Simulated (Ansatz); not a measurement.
## Electronic structure of ClH3O3W···HCl in real space

Input

```
crystal:
  periodic: [false, false, false]
  atoms:
    - { symbol: W, position_ang: [0.0, 0.0, 0.0] }
    - { symbol: H, position_ang: [0.6057, 0.0, 1.8219] }
    - { symbol: Cl, position_ang: [2.3356, 0.0, 1.1194] }
    - { symbol: O, position_ang: [0.0, 1.94, 0.0] }
    - { symbol: H, position_ang: [-0.6343, 2.2771, -0.71] }
    - { symbol: O, position_ang: [-1.94, 0.0, 0.0] }
    - { symbol: H, position_ang: [-2.2771, -0.1263, 0.9437] }
    - { symbol: Cl, position_ang: [0.0, -2.39, 0.0] }
    - { symbol: O, position_ang: [0.0, 0.0, -1.94] }
    - { symbol: H, position_ang: [0.5278, 0.7924, -2.2771] }
basis:
  gaussian: { orbitals: def2-SVP }
hamiltonian:
  xc: pbe0
  dispersion: d4
relax:
  f_tol: 0.15
  max_steps: 25
  restrain:
    - { distance: [1, 2], at: 1.37, k: 30.0 }
    - { distance: [0, 1], at: 2.92, k: 30.0 }
    - { distance: [0, 2], at: 3.59, k: 30.0 }
output:
  orbitals: {}
```

Command:

```sh
ansatz run input.yaml --threads 4 --pin off --max-ram 5120MiB --backend cpu --events-out ev --progress --plain --runs-dir out
```

The fields are those of the run's last geometry, not of the input's.

Core potentials replace the inner electrons of W; not at a stationary point (largest force 0.6 eV/Å).

These are results of Ansatz 0.2.0, RKS PBE0-D4/def2-SVP, not measurements.

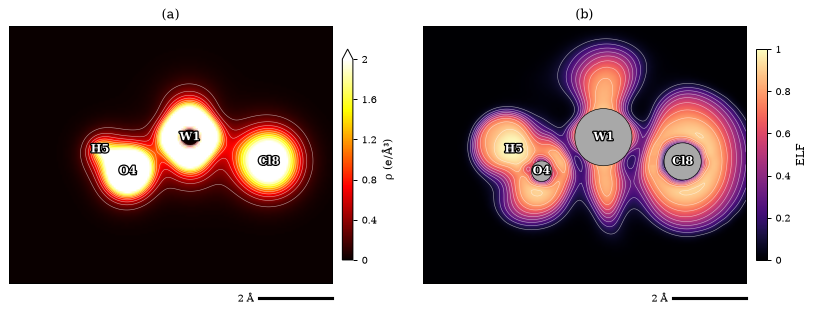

Figure 1. (a) electron density; (b) electron localisation function on the plane of atoms O4, W1 and Cl8. Grey discs cover the atomic cores in the ELF map.

Q: What do the fields say about this system?

A: Atoms in the plane: W, O, H and Cl. W–Cl (2.27 Å): ρ is about 0.72 e/Å³ halfway; the ELF peaks at about 0.85 in the valence shell of Cl, 0.9 Å from its nucleus, and is about 0.40 at the midpoint. O–H (0.98 Å): the density is about 3.5 e/Å³ at the midpoint; the ELF climbs to about 1 towards the hydrogen, as it does in any bond to H (an ordinary covalent bond to hydrogen). W–O (1.93 Å): ρ at the midpoint is about 0.98 e/Å³; the ELF peaks at about 0.85 in the valence shell of O, 0.6 Å from its nucleus, and drops to about 0.25 between the two atoms.

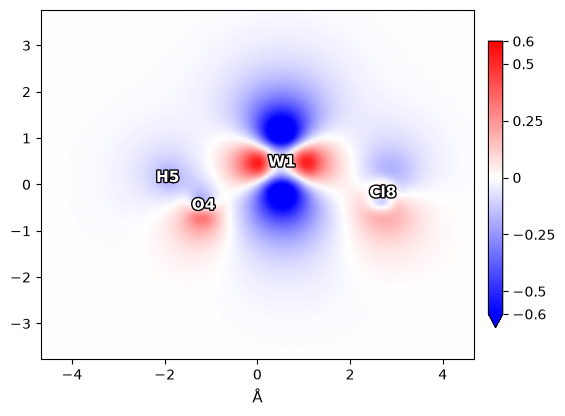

Figure 2. The HOMO on the plane of atoms O4, W1 and Cl8 (values in Å⁻³ᐟ²; the overall sign is arbitrary).

Q: Describe this orbital and give its energy.

A: Its weight (Hirshfeld) is mainly on W1 (about 75 %). Its energy is −5.48 eV.
